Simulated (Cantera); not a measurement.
A closed system holds: 1 mol Si, a varied amount of Cl2, 11 mol N2, equilibrated at 1425 K and 0.0105 Torr.

Equilibrium computed with Cantera from the NASA thermochemical tables; the gas is ideal and each condensed phase is pure. Candidate condensed phases: Si, Si3N4; 13 gas species. N2 is the only nitrogen source here; it is nearly inert below about 1500 K, so the nitride shown seldom forms there in practice. The tables' values for SiCl3, SiCl are old estimates; treat these amounts as uncertain. Rates play no part.

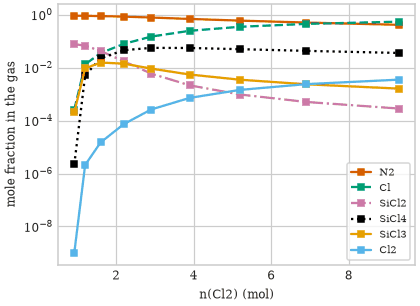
Figure. Equilibrium gas composition (values under 1e-9 drawn at 1e-9)

At 0.92 mol Cl2 the condensed part is Si3N4(s). From 1.2 mol Cl2 to 9.3 mol Cl2 nothing is condensed. The main Si-bearing gas is SiCl2 at 0.92 mol Cl2 and SiCl4 at 9.3 mol Cl2.
